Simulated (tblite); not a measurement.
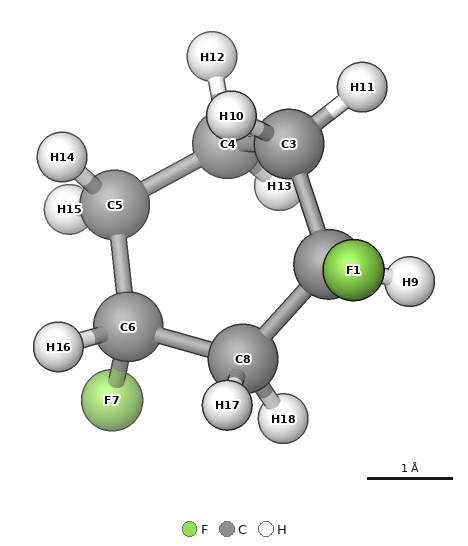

Figure 1. The starting structure (ball-and-stick view, seen at a tilt; atoms are numbered from 1 in the order of the input). Bond lengths as drawn: C–C 1.52 to 1.54 Å, C–F 1.39 Å and C–H 1.09 to 1.10 Å.

## C6H10F2: saddle-point search

- system: C6H10F2
- method: GFN2-xTB saddle search (eigenvector following) and harmonic vibrations, gas phase (tblite 0.8.0)

The program's output
```
step      E/eV     max force
  0    -746.35296   0.0197
  1    -746.35557   0.0537
  2    -746.35410   0.0150
  3    -746.35561   0.0261
  4    -746.35711   0.0283
  5    -746.35863   0.0316
  6    -746.36024   0.0151
  7    -746.36230   0.0472
  8    -746.36115   0.0066
  9    -746.36240   0.0151
 10    -746.36369   0.0195
 11    -746.36503   0.0104
 12    -746.36683   0.0326
 13    -746.36578   0.0064
 14    -746.36682   0.0104
 15    -746.36786   0.0132
 16    -746.36888   0.0085
 17    -746.37021   0.0207
 18    -746.37144   0.0262
 19    -746.37250   0.0273
 20    -746.37334   0.0266
 21    -746.37401   0.0250
 22    -746.37412   0.0105
 23    -746.37413   0.0017
lowest wavenumbers (cm-1): -114.3 55.5 248.2 323.8 354.6 396.3
```

Trajectory as extended XYZ (Å, eV, eV/Å), 6 of the 12 frames kept, from step=0 to step=23
```
18
Properties=species:S:1:pos:R:3:forces:R:3 step=0 energy=-746.35296
F     2.6346   -0.1683   -0.3366   -0.0020   0.0000  -0.0040
C     1.4563    0.0236    0.3710   -0.0030  -0.0050  -0.0030
C     0.6672   -1.2792    0.3501    0.0040   0.0040   0.0130
C    -0.7804   -1.0008    0.7269   -0.0060  -0.0100  -0.0050
C    -1.4327   -0.2356   -0.4157    0.0090  -0.0020  -0.0090
C    -0.7049    1.0696   -0.7550   -0.0050  -0.0010   0.0110
F    -1.4500    2.1214   -0.2308   -0.0010  -0.0010   0.0040
C     0.7305    1.2419   -0.2239    0.0100   0.0000  -0.0170
H     1.7791    0.2501    1.3952    0.0040   0.0000   0.0000
H     0.7127   -1.7007   -0.6563    0.0000  -0.0060  -0.0030
H     1.1296   -1.9917    1.0344   -0.0030   0.0030   0.0020
H    -1.3156   -1.9369    0.8900    0.0020   0.0060   0.0000
H    -0.8214   -0.4199    1.6498    0.0000   0.0050   0.0040
H    -1.4494   -0.8734   -1.3014    0.0050   0.0010   0.0020
H    -2.4643    0.0189   -0.1679   -0.0060  -0.0010  -0.0030
H    -0.7329    1.2347   -1.8388   -0.0020   0.0060  -0.0030
H     1.3614    1.6242   -1.0284   -0.0060  -0.0030   0.0080
H     0.6801    2.0222    0.5373   -0.0010   0.0040   0.0060
18
Properties=species:S:1:pos:R:3:forces:R:3 step=4 energy=-746.35711
F     2.5899   -0.2080   -0.4441   -0.0260   0.0020   0.0110
C     1.4648    0.0140    0.3401    0.0120  -0.0070   0.0030
C     0.6600   -1.2813    0.3902    0.0100  -0.0020  -0.0020
C    -0.7944   -0.9856    0.7261    0.0010   0.0020  -0.0050
C    -1.4130   -0.2467   -0.4520   -0.0090   0.0030  -0.0090
C    -0.7136    1.0841   -0.7369   -0.0130   0.0050  -0.0040
F    -1.4654    2.0950   -0.1438    0.0120  -0.0220  -0.0080
C     0.7268    1.2439   -0.2167    0.0010   0.0000   0.0030
H     1.8630    0.2507    1.3357   -0.0020  -0.0070  -0.0240
H     0.7174   -1.7608   -0.5904   -0.0010   0.0050   0.0200
H     1.1079   -1.9578    1.1198   -0.0070   0.0130  -0.0080
H    -1.3350   -1.9163    0.9009   -0.0010   0.0010   0.0000
H    -0.8571   -0.3792    1.6315   -0.0010  -0.0020  -0.0060
H    -1.3532   -0.8796   -1.3399    0.0030   0.0150   0.0170
H    -2.4666   -0.0307   -0.2632    0.0200  -0.0060  -0.0080
H    -0.7623    1.3060   -1.8105   -0.0020   0.0000   0.0200
H     1.3503    1.6505   -1.0144    0.0000   0.0000   0.0010
H     0.6805    2.0018    0.5674    0.0010  -0.0020   0.0000
18
Properties=species:S:1:pos:R:3:forces:R:3 step=8 energy=-746.36115
F     2.5442   -0.2451   -0.5286   -0.0050  -0.0010  -0.0020
C     1.4691    0.0069    0.3145    0.0020  -0.0020  -0.0010
C     0.6537   -1.2798    0.4295    0.0010  -0.0010   0.0010
C    -0.8085   -0.9764    0.7203    0.0000   0.0010  -0.0010
C    -1.3928   -0.2550   -0.4856    0.0000   0.0000  -0.0030
C    -0.7233    1.0986   -0.7137   -0.0030   0.0020   0.0000
F    -1.4760    2.0601   -0.0457    0.0020  -0.0050   0.0020
C     0.7264    1.2452   -0.2177    0.0000   0.0000   0.0000
H     1.9288    0.2536    1.2799    0.0020  -0.0010  -0.0060
H     0.7279   -1.8138   -0.5210    0.0000  -0.0010   0.0060
H     1.0865   -1.9157    1.2027   -0.0020   0.0040   0.0020
H    -1.3521   -1.9051    0.8965   -0.0010   0.0010   0.0000
H    -0.8979   -0.3538    1.6121   -0.0020   0.0010  -0.0020
H    -1.2622   -0.8746   -1.3744    0.0040   0.0030   0.0010
H    -2.4610   -0.0758   -0.3513    0.0030  -0.0030  -0.0050
H    -0.8006    1.3799   -1.7711   -0.0020   0.0030   0.0050
H     1.3400    1.6555   -1.0213   -0.0010   0.0000   0.0000
H     0.6979    1.9951    0.5748    0.0010  -0.0010   0.0000
18
Properties=species:S:1:pos:R:3:forces:R:3 step=14 energy=-746.36682
F     2.4810   -0.2936   -0.6278   -0.0080  -0.0010   0.0010
C     1.4717   -0.0014    0.2829    0.0030  -0.0030   0.0000
C     0.6456   -1.2745    0.4817    0.0030  -0.0020   0.0010
C    -0.8274   -0.9686    0.7080    0.0010   0.0000  -0.0020
C    -1.3650   -0.2633   -0.5289   -0.0010   0.0020  -0.0040
C    -0.7361    1.1171   -0.6789   -0.0050   0.0030   0.0000
F    -1.4840    2.0044    0.0898    0.0050  -0.0090  -0.0010
C     0.7276    1.2470   -0.2242   -0.0010   0.0010   0.0000
H     2.0051    0.2567    1.2065    0.0010  -0.0020  -0.0080
H     0.7468   -1.8801   -0.4226    0.0000   0.0010   0.0100
H     1.0564   -1.8498    1.3124   -0.0040   0.0070  -0.0010
H    -1.3726   -1.8974    0.8784   -0.0010   0.0000  -0.0010
H    -0.9565   -0.3312    1.5845   -0.0020   0.0000  -0.0030
H    -1.1457   -0.8585   -1.4168    0.0030   0.0050   0.0040
H    -2.4464   -0.1307   -0.4636    0.0060  -0.0030  -0.0050
H    -0.8559    1.4784   -1.7079   -0.0020   0.0020   0.0100
H     1.3243    1.6502   -1.0439   -0.0010   0.0000  -0.0010
H     0.7309    1.9952    0.5703    0.0010   0.0000  -0.0010
18
Properties=species:S:1:pos:R:3:forces:R:3 step=18 energy=-746.37144
F     2.4271   -0.3346   -0.6970   -0.0100   0.0000   0.0050
C     1.4713   -0.0069    0.2596    0.0050  -0.0060   0.0000
C     0.6387   -1.2664    0.5260    0.0050  -0.0060   0.0000
C    -0.8439   -0.9672    0.6929    0.0030  -0.0010  -0.0020
C    -1.3410   -0.2670   -0.5641   -0.0030   0.0050  -0.0060
C    -0.7468    1.1322   -0.6442   -0.0090   0.0080  -0.0020
F    -1.4820    1.9481    0.2115    0.0140  -0.0180  -0.0130
C     0.7305    1.2484   -0.2361   -0.0030   0.0050  -0.0010
H     2.0584    0.2595    1.1474   -0.0020  -0.0040  -0.0100
H     0.7683   -1.9306   -0.3327    0.0000   0.0070   0.0170
H     1.0281   -1.7835    1.4043   -0.0070   0.0110  -0.0090
H    -1.3873   -1.8997    0.8490    0.0000   0.0010  -0.0010
H    -1.0120   -0.3256    1.5597   -0.0010  -0.0030  -0.0050
H    -1.0511   -0.8350   -1.4497    0.0000   0.0090   0.0100
H    -2.4283   -0.1717   -0.5544    0.0110  -0.0020  -0.0040
H    -0.9078    1.5629   -1.6409    0.0000  -0.0030   0.0220
H     1.3074    1.6309   -1.0798   -0.0050  -0.0020   0.0030
H     0.7705    2.0062    0.5485    0.0010  -0.0030  -0.0050
18
Properties=species:S:1:pos:R:3:forces:R:3 step=23 energy=-746.37413
F     2.3707   -0.3802   -0.7551    0.0000   0.0000   0.0000
C     1.4683   -0.0104    0.2385    0.0000   0.0000   0.0000
C     0.6308   -1.2523    0.5757    0.0000  -0.0010   0.0000
C    -0.8628   -0.9744    0.6692    0.0000   0.0000   0.0000
C    -1.3159   -0.2652   -0.5997    0.0000   0.0000   0.0000
C    -0.7574    1.1489   -0.5991    0.0000   0.0000   0.0000
F    -1.4636    1.8787    0.3515    0.0010  -0.0010  -0.0010
C     0.7355    1.2496   -0.2581    0.0000   0.0010   0.0000
H     2.1044    0.2643    1.0886    0.0000   0.0000   0.0000
H     0.8014   -1.9787   -0.2226    0.0000   0.0000   0.0010
H     0.9908   -1.6949    1.5053    0.0000   0.0000  -0.0010
H    -1.3971   -1.9168    0.7935    0.0000   0.0000   0.0000
H    -1.0835   -0.3432    1.5319    0.0000   0.0000   0.0000
H    -0.9564   -0.7957   -1.4822    0.0000   0.0000   0.0000
H    -2.4043   -0.2061   -0.6461    0.0000   0.0000   0.0000
H    -0.9691    1.6556   -1.5489    0.0000   0.0000   0.0010
H     1.2800    1.5899   -1.1405    0.0000   0.0000   0.0010
H     0.8281    2.0308    0.4983    0.0000   0.0000   0.0000
```

The run was set up as follows.

Input file
```
{"job": {"xc": "GFN2-xTB", "basis": "xTB", "kind": "saddle"}, "charge": 0, "multiplicity": 1}
F      2.634605    -0.168294    -0.336617
C      1.456322     0.023578     0.371045
C      0.667237    -1.279237     0.350111
C     -0.780437    -1.000770     0.726914
C     -1.432675    -0.235584    -0.415732
C     -0.704945     1.069636    -0.755007
F     -1.449984     2.121351    -0.230779
C      0.730494     1.241948    -0.223859
H      1.779137     0.250064     1.395178
H      0.712656    -1.700657    -0.656330
H      1.129631    -1.991748     1.034406
H     -1.315582    -1.936939     0.890015
H     -0.821414    -0.419921     1.649820
H     -1.449352    -0.873407    -1.301388
H     -2.464318     0.018854    -0.167927
H     -0.732893     1.234666    -1.838766
H      1.361443     1.624246    -1.028372
H      0.680075     2.022212     0.537287
```

The first line tells a small driver script what to run in tblite; the rest is the geometry in Å.

Launched with:
```bash
OMP_NUM_THREADS=1 python <driver script> task.json out
```

Summary

```json
{"quantity": "outcome", "value": "converged"}
{"quantity": "total energy", "value": "−746.3741 eV"}
{"quantity": "point group", "value": "C1"}
{"quantity": "hardware", "value": "1 CPU thread, shared host"}
{"quantity": "wall time", "value": "8.6 s"}
{"quantity": "peak memory", "value": "0.2 GiB"}
```
